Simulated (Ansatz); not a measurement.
# SiNH (singlet): B2PLYP, RKS PBE0, RPA-PBE over a scan of the distance N2–H3, 6-31G

Aim: run SiNH (singlet) with these functionals over a scan of the distance N2–H3, and hold them against the top wave-function level at the same points.

Method: 6-31G, all electrons in the functionals, frozen cores in the correlation of double hybrids and RPA; program: Ansatz 0.2.0, Gaussian basis.

To be run: B2PLYP, RKS PBE0, RPA-PBE, at 0.794 Å; 0.884 Å; 1.000 Å; 1.075 Å; 1.245 Å; 1.383 Å; 1.561 Å; 1.850 Å; 2.242 Å; 2.755 Å; 3.475 Å (not every functional at every point).

16 further runs of the same task are left out: 12 that didn't finish, 4 set aside as unsound or not needed.

## 1. The geometry

The geometry derives from a PBE0/def2-TZVP stationary point (not a proven minimum). One bond is set to the value named and the two fragments are kept rigid.

3 atoms, charge 0, spin multiplicity 1.

Atoms are counted from 1 here; the program's logs count them from 0.

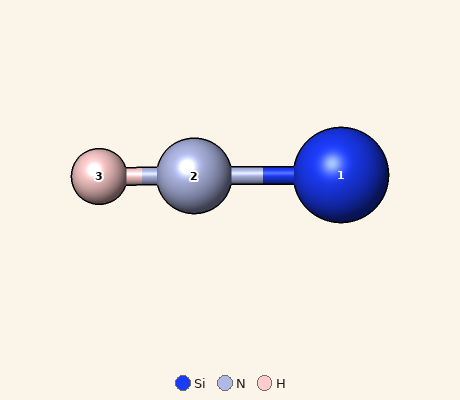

The geometry (silicon blue, nitrogen light blue, hydrogen pink); atoms are numbered from 1 in the order of the file.

No dispersion term is added.

The geometry shown and the zero of energy belong to the point 1.000 Å. The yardstick, FCI, and other wave-function levels (R restricted, U unrestricted, valence and pair active spaces) come from earlier runs.

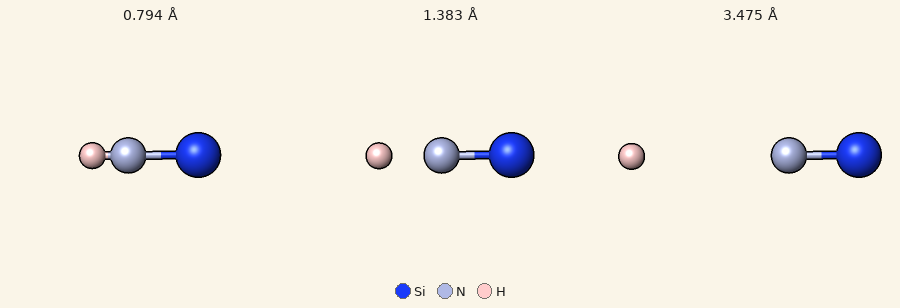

Three points of the scan; sticks are drawn by distance.

## 2. B2PLYP, 0.794 Å

The input, in.yaml:

```yaml
crystal:
  periodic: [false, false, false]
  atoms:
    - {symbol: Si, position_ang: [0.000000, 0.000000, 1.295091]}
    - {symbol: N, position_ang: [0.000000, 0.000000, -0.250546]}
    - {symbol: H, position_ang: [0.000000, 0.000000, -1.044546]}
basis:
  gaussian: {orbitals: 6-31G}
hamiltonian: {xc: {name: B2PLYP}}
correlation: {electrons: outside_noble_gas}
```

Started as:

```
ansatz run in.yaml --threads 1 --pin off --events-out ev --progress --plain --max-ram 2393MiB
```

Log, cut to the lines that bear on the results:

```text
Functional definition: B2PLYP
  name "B2PLYP"
  cite "Grimme, J. Chem. Phys. 124, 034108 (2006) doi:10.1063/1.2148954"
  cite "Becke, Phys. Rev. A 38, 3098 (1988) doi:10.1103/PhysRevA.38.3098"
  cite "Lee, Yang & Parr, Phys. Rev. B 37, 785 (1988) doi:10.1103/PhysRevB.37.785"
[...]
305 factors; integrals over basis functions are off by at most 1.9e-4 eV
[...]
mean field -9372.63283060 eV, -344.4379035260 hartree, gradient 2.6e-6 eV, S^2 0.000000; 0 other end points of the search recorded, 0 dependent functions left out
6 core orbitals not correlated: weight in the atoms' cores, before any rotation towards them, 1.000 or more for the frozen orbitals, at most 0.000 for the correlated occupied ones
reference -9372.63293313 eV, -344.4379072936 hartree; 5, 5 occupied and 13, 13 virtual orbitals, 305 factors
second order -6.06983663 eV of doubles, -0.00000000 eV of singles
Total energy: -9374.27178902 eV, -344.4981341368 hartree
```

Run time: 0.54 s. Hardware: 1 thread of Arm Neoverse V1, shared host.

## 3. B2PLYP, 0.884 Å

The input, in.yaml:

```yaml
crystal:
  periodic: [false, false, false]
  atoms:
    - {symbol: Si, position_ang: [0.000000, 0.000000, 1.325091]}
    - {symbol: N, position_ang: [0.000000, 0.000000, -0.220546]}
    - {symbol: H, position_ang: [0.000000, 0.000000, -1.104546]}
basis:
  gaussian: {orbitals: 6-31G}
hamiltonian: {xc: {name: B2PLYP}}
correlation: {electrons: outside_noble_gas}
```

Launched as before.

Log, cut to the lines that bear on the results:

```text
Functional definition: B2PLYP
  name "B2PLYP"
  cite "Grimme, J. Chem. Phys. 124, 034108 (2006) doi:10.1063/1.2148954"
  cite "Becke, Phys. Rev. A 38, 3098 (1988) doi:10.1103/PhysRevA.38.3098"
  cite "Lee, Yang & Parr, Phys. Rev. B 37, 785 (1988) doi:10.1103/PhysRevB.37.785"
[...]
305 factors; integrals over basis functions are off by at most 2.0e-4 eV
[...]
mean field -9373.87889126 eV, -344.4836954106 hartree, gradient 2.9e-6 eV, S^2 0.000000; 0 other end points of the search recorded, 0 dependent functions left out
6 core orbitals not correlated: weight in the atoms' cores, before any rotation towards them, 1.000 or more for the frozen orbitals, at most 0.000 for the correlated occupied ones
reference -9373.87899425 eV, -344.4836991952 hartree; 5, 5 occupied and 13, 13 virtual orbitals, 305 factors
second order -6.20938498 eV of doubles, -0.00000000 eV of singles
Total energy: -9375.55552819 eV, -344.5453106813 hartree
```

Wall time 0.54 s (1 thread of Arm Neoverse V1, shared host).

## 4. B2PLYP, 1.000 Å

The input, in.yaml:

```yaml
crystal:
  periodic: [false, false, false]
  atoms:
    - {symbol: Si, position_ang: [0.000000, 0.000000, -1.363630]}
    - {symbol: N, position_ang: [0.000000, 0.000000, 0.182007]}
    - {symbol: H, position_ang: [0.000000, 0.000000, 1.181623]}
basis:
  gaussian: {orbitals: 6-31G}
hamiltonian: {xc: {name: B2PLYP}}
correlation: {electrons: outside_noble_gas}
```

Launched as before.

Log, cut to the lines that bear on the results:

```text
Functional definition: B2PLYP
  name "B2PLYP"
  cite "Grimme, J. Chem. Phys. 124, 034108 (2006) doi:10.1063/1.2148954"
  cite "Becke, Phys. Rev. A 38, 3098 (1988) doi:10.1103/PhysRevA.38.3098"
  cite "Lee, Yang & Parr, Phys. Rev. B 37, 785 (1988) doi:10.1103/PhysRevB.37.785"
[...]
305 factors; integrals over basis functions are off by at most 2.4e-4 eV
[...]
mean field -9374.27353850 eV, -344.4981984289 hartree, gradient 2.9e-6 eV, S^2 0.000000; 0 other end points of the search recorded, 0 dependent functions left out
6 core orbitals not correlated: weight in the atoms' cores, before any rotation towards them, 1.000 or more for the frozen orbitals, at most 0.000 for the correlated occupied ones
reference -9374.27364383 eV, -344.4982022998 hartree; 5, 5 occupied and 13, 13 virtual orbitals, 305 factors
second order -6.41141323 eV of doubles, -0.00000000 eV of singles
Total energy: -9376.00472540 eV, -344.5618183742 hartree
```

It took 0.54 s on 1 thread of Arm Neoverse V1, shared host.

## 5. B2PLYP, 1.075 Å

The input, in.yaml:

```yaml
crystal:
  periodic: [false, false, false]
  atoms:
    - {symbol: Si, position_ang: [0.000000, 0.000000, 1.388758]}
    - {symbol: N, position_ang: [0.000000, 0.000000, -0.156879]}
    - {symbol: H, position_ang: [0.000000, 0.000000, -1.231879]}
basis:
  gaussian: {orbitals: 6-31G}
hamiltonian: {xc: {name: B2PLYP}}
correlation: {electrons: outside_noble_gas}
```

Same command.

Log, cut to the lines that bear on the results:

```text
Functional definition: B2PLYP
  name "B2PLYP"
  cite "Grimme, J. Chem. Phys. 124, 034108 (2006) doi:10.1063/1.2148954"
  cite "Becke, Phys. Rev. A 38, 3098 (1988) doi:10.1103/PhysRevA.38.3098"
  cite "Lee, Yang & Parr, Phys. Rev. B 37, 785 (1988) doi:10.1103/PhysRevB.37.785"
[...]
305 factors; integrals over basis functions are off by at most 2.5e-4 eV
[...]
mean field -9374.12571616 eV, -344.4927660584 hartree, gradient 4.9e-6 eV, S^2 0.000000; 0 other end points of the search recorded, 0 dependent functions left out
6 core orbitals not correlated: weight in the atoms' cores, before any rotation towards them, 1.000 or more for the frozen orbitals, at most 0.000 for the correlated occupied ones
reference -9374.12582305 eV, -344.4927699862 hartree; 5, 5 occupied and 13, 13 virtual orbitals, 305 factors
second order -6.55486293 eV of doubles, -0.00000000 eV of singles
Total energy: -9375.89563604 eV, -344.5578094140 hartree
```

Run time: 0.54 s. Hardware: 1 thread of Arm Neoverse V1, shared host.

From 1.000 Å: +2.5 kcal/mol.

## 6. B2PLYP, 1.245 Å

The input, in.yaml:

```yaml
crystal:
  periodic: [false, false, false]
  atoms:
    - {symbol: Si, position_ang: [0.000000, 0.000000, 1.445425]}
    - {symbol: N, position_ang: [0.000000, 0.000000, -0.100212]}
    - {symbol: H, position_ang: [0.000000, 0.000000, -1.345212]}
basis:
  gaussian: {orbitals: 6-31G}
hamiltonian: {xc: {name: B2PLYP}}
correlation: {electrons: outside_noble_gas}
```

The command is unchanged.

Log, cut to the lines that bear on the results:

```text
Functional definition: B2PLYP
  name "B2PLYP"
  cite "Grimme, J. Chem. Phys. 124, 034108 (2006) doi:10.1063/1.2148954"
  cite "Becke, Phys. Rev. A 38, 3098 (1988) doi:10.1103/PhysRevA.38.3098"
  cite "Lee, Yang & Parr, Phys. Rev. B 37, 785 (1988) doi:10.1103/PhysRevB.37.785"
[...]
305 factors; integrals over basis functions are off by at most 2.2e-4 eV
[...]
mean field -9373.25951311 eV, -344.4609336834 hartree, gradient 6.3e-6 eV, S^2 0.000000; 0 other end points of the search recorded, 0 dependent functions left out
6 core orbitals not correlated: weight in the atoms' cores, before any rotation towards them, 1.000 or more for the frozen orbitals, at most 0.000 for the correlated occupied ones
reference -9373.25961851 eV, -344.4609375567 hartree; 5, 5 occupied and 13, 13 virtual orbitals, 305 factors
second order -6.90891035 eV of doubles, -0.00000000 eV of singles
Total energy: -9375.12502430 eV, -344.5294899552 hartree
```

It took 0.51 s on 1 thread of Arm Neoverse V1, shared host.

From 1.000 Å: +20.3 kcal/mol.

## 7. B2PLYP, 1.383 Å

The input, in.yaml:

```yaml
crystal:
  periodic: [false, false, false]
  atoms:
    - {symbol: Si, position_ang: [0.000000, 0.000000, 1.491425]}
    - {symbol: N, position_ang: [0.000000, 0.000000, -0.054212]}
    - {symbol: H, position_ang: [0.000000, 0.000000, -1.437212]}
basis:
  gaussian: {orbitals: 6-31G}
magnetization: {spin_polarized: true, initial_magnetization: 0}
hamiltonian: {xc: {name: B2PLYP}}
correlation: {electrons: outside_noble_gas}
```

Launched as before.

Log, cut to the lines that bear on the results:

```text
Functional definition: B2PLYP
  name "B2PLYP"
  cite "Grimme, J. Chem. Phys. 124, 034108 (2006) doi:10.1063/1.2148954"
  cite "Becke, Phys. Rev. A 38, 3098 (1988) doi:10.1103/PhysRevA.38.3098"
  cite "Lee, Yang & Parr, Phys. Rev. B 37, 785 (1988) doi:10.1103/PhysRevB.37.785"
[...]
305 factors; integrals over basis functions are off by at most 1.9e-4 eV
[...]
mean field -9372.35726770 eV, -344.4277767759 hartree, gradient 5.5e-6 eV, S^2 0.000000; 2 other end points of the search recorded, 0 dependent functions left out
6 core orbitals not correlated: weight in the atoms' cores, before any rotation towards them, 1.000 or more for the frozen orbitals, at most 0.000 for the correlated occupied ones
reference -9372.35737135 eV, -344.4277805852 hartree; 5, 5 occupied and 13, 13 virtual orbitals, 305 factors
second order -7.22728985 eV of doubles, -0.00000000 eV of singles
Total energy: -9374.30873961 eV, -344.4994920460 hartree
```

It took 1 s on 1 thread of Arm Neoverse V1, shared host.

From the report: ⟨S²⟩ of the determinant 0.000 (pure singlet: 0.00).

From 1.000 Å: +39.1 kcal/mol.

## 8. B2PLYP, 1.561 Å

The input, in.yaml:

```yaml
crystal:
  periodic: [false, false, false]
  atoms:
    - {symbol: Si, position_ang: [0.000000, 0.000000, -1.550758]}
    - {symbol: N, position_ang: [0.000000, 0.000000, -0.005121]}
    - {symbol: H, position_ang: [0.000000, 0.000000, 1.555879]}
basis:
  gaussian: {orbitals: 6-31G}
magnetization: {spin_polarized: true, initial_magnetization: 0}
hamiltonian: {xc: {name: B2PLYP}}
correlation: {electrons: outside_noble_gas}
```

The command is unchanged.

Log, cut to the lines that bear on the results:

```text
Functional definition: B2PLYP
  name "B2PLYP"
  cite "Grimme, J. Chem. Phys. 124, 034108 (2006) doi:10.1063/1.2148954"
  cite "Becke, Phys. Rev. A 38, 3098 (1988) doi:10.1103/PhysRevA.38.3098"
  cite "Lee, Yang & Parr, Phys. Rev. B 37, 785 (1988) doi:10.1103/PhysRevB.37.785"
[...]
305 factors; integrals over basis functions are off by at most 1.6e-4 eV
[...]
mean field -9371.19355135 eV, -344.3850109889 hartree, gradient 4.6e-7 eV, S^2 0.000000; 2 other end points of the search recorded, 0 dependent functions left out
6 core orbitals not correlated: weight in the atoms' cores, before any rotation towards them, 1.000 or more for the frozen orbitals, at most 0.000 for the correlated occupied ones
reference -9371.19365794 eV, -344.3850149061 hartree; 5, 5 occupied and 13, 13 virtual orbitals, 305 factors
second order -7.68097792 eV of doubles, -0.00000000 eV of singles
Total energy: -9373.26752198 eV, -344.4612280038 hartree
```

Run time: 1.1 s. Hardware: 1 thread of Arm Neoverse V1, shared host.

From the report: ⟨S²⟩ of the determinant 0.000 (pure singlet: 0.00).

From 1.000 Å: +63.1 kcal/mol.

## 9. B2PLYP, 1.850 Å

The input, in.yaml:

```yaml
crystal:
  periodic: [false, false, false]
  atoms:
    - {symbol: Si, position_ang: [0.000000, 0.000000, -1.647091]}
    - {symbol: N, position_ang: [0.000000, 0.000000, -0.101454]}
    - {symbol: H, position_ang: [0.000000, 0.000000, 1.748546]}
basis:
  gaussian: {orbitals: 6-31G}
magnetization: {spin_polarized: true, initial_magnetization: 0}
hamiltonian: {xc: {name: B2PLYP}}
correlation: {electrons: outside_noble_gas}
```

The command is unchanged.

Log, cut to the lines that bear on the results:

```text
Functional definition: B2PLYP
  name "B2PLYP"
  cite "Grimme, J. Chem. Phys. 124, 034108 (2006) doi:10.1063/1.2148954"
  cite "Becke, Phys. Rev. A 38, 3098 (1988) doi:10.1103/PhysRevA.38.3098"
  cite "Lee, Yang & Parr, Phys. Rev. B 37, 785 (1988) doi:10.1103/PhysRevB.37.785"
[...]
305 factors; integrals over basis functions are off by at most 1.5e-4 eV
[...]
mean field -9369.75366452 eV, -344.3320961241 hartree, gradient 2.8e-6 eV, S^2 0.462333; 8 other end points of the search recorded, 0 dependent functions left out
6 core orbitals not correlated: weight in the atoms' cores, before any rotation towards them, 1.000 or more for the frozen orbitals, at most 0.000 for the correlated occupied ones
reference -9369.75378373 eV, -344.3321005048 hartree; 5, 5 occupied and 13, 13 virtual orbitals, 305 factors
second order -7.05547836 eV of doubles, -0.00000000 eV of singles
Total energy: -9371.65876289 eV, -344.4021071977 hartree
```

Wall time 3 s (1 thread of Arm Neoverse V1, shared host).

From the report: ⟨S²⟩ of the determinant 0.462 (pure singlet: 0.00).

From 1.000 Å: +100.2 kcal/mol.

## 10. B2PLYP, 2.242 Å

The input, in.yaml:

```yaml
crystal:
  periodic: [false, false, false]
  atoms:
    - {symbol: Si, position_ang: [0.000000, 0.000000, -1.777758]}
    - {symbol: N, position_ang: [0.000000, 0.000000, -0.232121]}
    - {symbol: H, position_ang: [0.000000, 0.000000, 2.009879]}
basis:
  gaussian: {orbitals: 6-31G}
magnetization: {spin_polarized: true, initial_magnetization: 0}
hamiltonian: {xc: {name: B2PLYP}}
correlation: {electrons: outside_noble_gas}
```

Same command.

Log, cut to the lines that bear on the results:

```text
Functional definition: B2PLYP
  name "B2PLYP"
  cite "Grimme, J. Chem. Phys. 124, 034108 (2006) doi:10.1063/1.2148954"
  cite "Becke, Phys. Rev. A 38, 3098 (1988) doi:10.1103/PhysRevA.38.3098"
  cite "Lee, Yang & Parr, Phys. Rev. B 37, 785 (1988) doi:10.1103/PhysRevB.37.785"
[...]
305 factors; integrals over basis functions are off by at most 1.8e-4 eV
[...]
mean field -9369.02969153 eV, -344.3054906075 hartree, gradient 1.6e-6 eV, S^2 0.911848; 8 other end points of the search recorded, 0 dependent functions left out
6 core orbitals not correlated: weight in the atoms' cores, before any rotation towards them, 1.000 or more for the frozen orbitals, at most 0.000 for the correlated occupied ones
reference -9369.02982007 eV, -344.3054953313 hartree; 5, 5 occupied and 13, 13 virtual orbitals, 305 factors
second order -6.40261543 eV of doubles, -0.00000000 eV of singles
Total energy: -9370.75852624 eV, -344.3690241111 hartree
```

Wall time 3.1 s (1 thread of Arm Neoverse V1, shared host).

From the report: ⟨S²⟩ of the determinant 0.912 (pure singlet: 0.00). The determinant is far from a pure spin state, so its energy mixes those of several spin states (harmless only where they are near-degenerate, as at dissociation).

From 1.000 Å: +121.0 kcal/mol.

## 11. B2PLYP, 2.755 Å

The input, in.yaml:

```yaml
crystal:
  periodic: [false, false, false]
  atoms:
    - {symbol: Si, position_ang: [0.000000, 0.000000, -1.948758]}
    - {symbol: N, position_ang: [0.000000, 0.000000, -0.403121]}
    - {symbol: H, position_ang: [0.000000, 0.000000, 2.351879]}
basis:
  gaussian: {orbitals: 6-31G}
magnetization: {spin_polarized: true, initial_magnetization: 0}
hamiltonian: {xc: {name: B2PLYP}}
correlation: {electrons: outside_noble_gas}
```

Same command.

Log, cut to the lines that bear on the results:

```text
Functional definition: B2PLYP
  name "B2PLYP"
  cite "Grimme, J. Chem. Phys. 124, 034108 (2006) doi:10.1063/1.2148954"
  cite "Becke, Phys. Rev. A 38, 3098 (1988) doi:10.1103/PhysRevA.38.3098"
  cite "Lee, Yang & Parr, Phys. Rev. B 37, 785 (1988) doi:10.1103/PhysRevB.37.785"
[...]
305 factors; integrals over basis functions are off by at most 1.4e-4 eV
[...]
mean field -9368.79098761 eV, -344.2967183999 hartree, gradient 2.5e-6 eV, S^2 1.065053; 6 other end points of the search recorded, 0 dependent functions left out
6 core orbitals not correlated: weight in the atoms' cores, before any rotation towards them, 1.000 or more for the frozen orbitals, at most 0.000 for the correlated occupied ones
reference -9368.79112483 eV, -344.2967234430 hartree; 5, 5 occupied and 13, 13 virtual orbitals, 305 factors
second order -6.24103971 eV of doubles, -0.00000000 eV of singles
Total energy: -9370.47620556 eV, -344.3586490173 hartree
```

Wall time 2.6 s (1 thread of Arm Neoverse V1, shared host).

From the report: ⟨S²⟩ of the determinant 1.065 (pure singlet: 0.00). The determinant is far from a pure spin state, so its energy mixes those of several spin states (harmless only where they are near-degenerate, as at dissociation).

From 1.000 Å: +127.5 kcal/mol.

## 12. B2PLYP, 3.475 Å

The input, in.yaml:

```yaml
crystal:
  periodic: [false, false, false]
  atoms:
    - {symbol: Si, position_ang: [0.000000, 0.000000, -2.188758]}
    - {symbol: N, position_ang: [0.000000, 0.000000, -0.643121]}
    - {symbol: H, position_ang: [0.000000, 0.000000, 2.831879]}
basis:
  gaussian: {orbitals: 6-31G}
magnetization: {spin_polarized: true, initial_magnetization: 0}
hamiltonian: {xc: {name: B2PLYP}}
correlation: {electrons: outside_noble_gas}
```

Launched as before.

Log, cut to the lines that bear on the results:

```text
Functional definition: B2PLYP
  name "B2PLYP"
  cite "Grimme, J. Chem. Phys. 124, 034108 (2006) doi:10.1063/1.2148954"
  cite "Becke, Phys. Rev. A 38, 3098 (1988) doi:10.1103/PhysRevA.38.3098"
  cite "Lee, Yang & Parr, Phys. Rev. B 37, 785 (1988) doi:10.1103/PhysRevB.37.785"
[...]
306 factors; integrals over basis functions are off by at most 1.0e-4 eV
[...]
mean field -9368.73307835 eV, -344.2945902741 hartree, gradient 1.2e-6 eV, S^2 1.097958; 6 other end points of the search recorded, 0 dependent functions left out
6 core orbitals not correlated: weight in the atoms' cores, before any rotation towards them, 1.000 or more for the frozen orbitals, at most 0.000 for the correlated occupied ones
reference -9368.73322764 eV, -344.2945957602 hartree; 5, 5 occupied and 13, 13 virtual orbitals, 306 factors
second order -6.20718864 eV of doubles, -0.00000000 eV of singles
Total energy: -9370.40916857 eV, -344.3561854535 hartree
```

It took 2.6 s on 1 thread of Arm Neoverse V1, shared host.

From the report: ⟨S²⟩ of the determinant 1.098 (pure singlet: 0.00). The determinant is far from a pure spin state, so its energy mixes those of several spin states (harmless only where they are near-degenerate, as at dissociation).

From 1.000 Å: +129.0 kcal/mol.

## 13. RKS PBE0, 1.383 Å

The input, in.yaml:

```yaml
crystal:
  periodic: [false, false, false]
  atoms:
    - {symbol: Si, position_ang: [0.000000, 0.000000, 1.491425]}
    - {symbol: N, position_ang: [0.000000, 0.000000, -0.054212]}
    - {symbol: H, position_ang: [0.000000, 0.000000, -1.437212]}
basis:
  gaussian: {orbitals: 6-31G}
hamiltonian: {xc: {name: PBE0}}
```

The command is unchanged.

Log, cut to the lines that bear on the results:

```text
Functional definition: PBE0
  name "PBE0"
  cite "Adamo & Barone, J. Chem. Phys. 110, 6158 (1999) doi:10.1063/1.478522"
  cite "Perdew, Burke & Ernzerhof, Phys. Rev. Lett. 77, 3865 (1996) doi:10.1103/PhysRevLett.77.3865"
  parent pbe
[...]
305 factors; integrals over basis functions are off by at most 1.9e-4 eV
[...]
mean field -9374.52333841 eV, -344.5073784064 hartree, gradient 2.3e-5 eV, S^2 0.000000; 0 other end points of the search recorded, 0 dependent functions left out
reference -9374.52335655 eV, -344.5073790731 hartree; 11, 11 occupied and 13, 13 virtual orbitals, 305 factors
Total energy: -9374.52335655 eV, -344.5073790731 hartree
```

Wall time 0.36 s (1 thread of Arm Neoverse V1, shared host).

## 14. RKS PBE0, 1.561 Å

The input, in.yaml:

```yaml
crystal:
  periodic: [false, false, false]
  atoms:
    - {symbol: Si, position_ang: [0.000000, 0.000000, -1.550758]}
    - {symbol: N, position_ang: [0.000000, 0.000000, -0.005121]}
    - {symbol: H, position_ang: [0.000000, 0.000000, 1.555879]}
basis:
  gaussian: {orbitals: 6-31G}
hamiltonian: {xc: {name: PBE0}}
```

The command is unchanged.

Log, cut to the lines that bear on the results:

```text
Functional definition: PBE0
  name "PBE0"
  cite "Adamo & Barone, J. Chem. Phys. 110, 6158 (1999) doi:10.1063/1.478522"
  cite "Perdew, Burke & Ernzerhof, Phys. Rev. Lett. 77, 3865 (1996) doi:10.1103/PhysRevLett.77.3865"
  parent pbe
[...]
305 factors; integrals over basis functions are off by at most 1.6e-4 eV
[...]
mean field -9373.42969975 eV, -344.4671879271 hartree, gradient 2.6e-5 eV, S^2 0.000000; 0 other end points of the search recorded, 0 dependent functions left out
reference -9373.42971821 eV, -344.4671886054 hartree; 11, 11 occupied and 13, 13 virtual orbitals, 305 factors
Total energy: -9373.42971821 eV, -344.4671886054 hartree
```

Run time: 0.39 s. Hardware: 1 thread of Arm Neoverse V1, shared host.

## 15. RKS PBE0, 1.850 Å

The input, in.yaml:

```yaml
crystal:
  periodic: [false, false, false]
  atoms:
    - {symbol: Si, position_ang: [0.000000, 0.000000, -1.647091]}
    - {symbol: N, position_ang: [0.000000, 0.000000, -0.101454]}
    - {symbol: H, position_ang: [0.000000, 0.000000, 1.748546]}
basis:
  gaussian: {orbitals: 6-31G}
hamiltonian: {xc: {name: PBE0}}
```

Same command.

Log, cut to the lines that bear on the results:

```text
Functional definition: PBE0
  name "PBE0"
  cite "Adamo & Barone, J. Chem. Phys. 110, 6158 (1999) doi:10.1063/1.478522"
  cite "Perdew, Burke & Ernzerhof, Phys. Rev. Lett. 77, 3865 (1996) doi:10.1103/PhysRevLett.77.3865"
  parent pbe
[...]
305 factors; integrals over basis functions are off by at most 1.5e-4 eV
[...]
mean field -9371.90819309 eV, -344.4112735885 hartree, gradient 9.3e-6 eV, S^2 0.000000; 0 other end points of the search recorded, 0 dependent functions left out
reference -9371.90821283 eV, -344.4112743140 hartree; 11, 11 occupied and 13, 13 virtual orbitals, 305 factors
Total energy: -9371.90821283 eV, -344.4112743140 hartree
```

Run time: 0.39 s. Hardware: 1 thread of Arm Neoverse V1, shared host.

(Part 1 of 2 ends here.)
